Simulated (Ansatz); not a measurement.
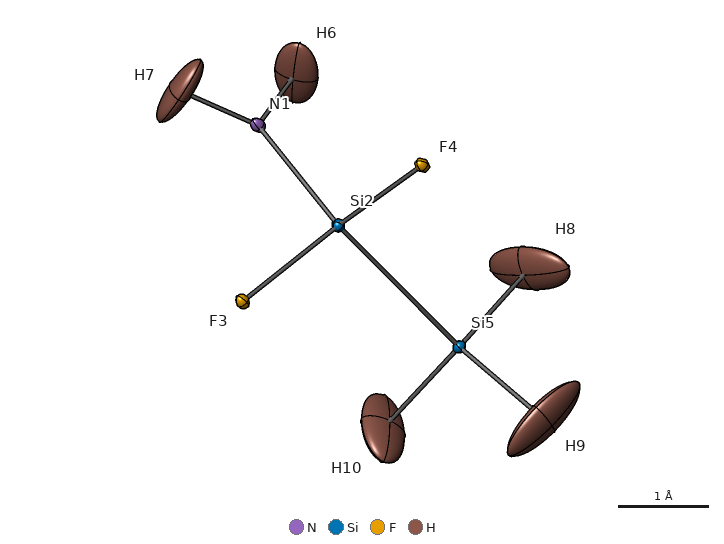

Displacement ellipsoids at the 50 % level, from the internal vibrations of the free molecule (harmonic, no overall translation or rotation; no half-axis is drawn under 0.075 Å). Vibrations computed with RKS PBE0-D4/def2-TZVP (Ansatz 0.2.0). Temperature: 100 K.

Which atom moves most?

H8, with U_eq = 0.0608 Å².

Does H8 move more along its bond or across it?

Across it: the root-mean-square amplitude is 0.091 Å along the bond and up to 0.375 Å across, since bending and torsion are softer than stretching.

List U_eq and the three principal root-mean-square amplitudes for each kind of atom.

```tsv
atom	U_eq (Å²)	rms amplitudes (Å)
N1	0.0030	0.039, 0.047, 0.072
Si2	0.0010	0.028, 0.034, 0.034
F3	0.0023	0.034, 0.043, 0.063
F4	0.0025	0.035, 0.045, 0.065
Si5	0.0011	0.029, 0.033, 0.036
H6	0.0401	0.078, 0.162, 0.297
H7	0.0383	0.089, 0.160, 0.286
H8	0.0608	0.090, 0.183, 0.375
H9	0.0580	0.091, 0.183, 0.364
H10	0.0547	0.090, 0.181, 0.351
```
